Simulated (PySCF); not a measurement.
Species, as SMILES: O=BF.
Geometry (B3LYP-D3(BJ)/def2-TZVP, fixed):
```
B
O 1 1.2071
F 1 1.2860 2 180.00
```

Basis-set convergence of the lowest singlet excitation energy at PBE with PySCF. Tamm-Dancoff approximation; the state is taken by its order, and sets in which it differs in degeneracy or brightness are left out, yet its character can still change. All functions are spherical. Density fitting with generated auxiliary sets. No added dispersion term, no relativity. Reference: the value in d-aug-cc-pVTZ, 7.291 eV, itself unsure by roughly 0.013 eV (its mean distance from aug-cc-pVQZ, aug-pcseg-2, aug-cc-pVTZ). Deviations are taken from unrounded values. Cost is core time over that of 6-311G**, rough, on shared machines of one kind; a dash marks a row that isn't timed (too short, read off another run, short of memory, by another algorithm or on other hardware).

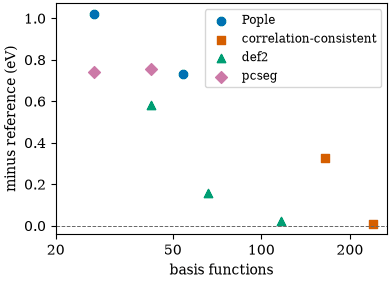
*Deviation from the reference against the number of basis functions, by family of sets.*

```tsv
basis	functions	lowest singlet excitation energy (eV)	minus reference (eV)	cost
3-21G	27	8.312	1.021	-
pcseg-0	27	8.034	0.743	-
def2-SVP	42	7.873	0.582	0.6×
pcseg-1	42	8.048	0.757	0.7×
6-311G**	54	8.024	0.733	1×
def2-SVPD	66	7.450	0.159	1×
def2-TZVPPD	117	7.315	0.024	3×
cc-pVQZ	165	7.617	0.326	6×
aug-cc-pVQZ	240	7.300	0.009	10×
```
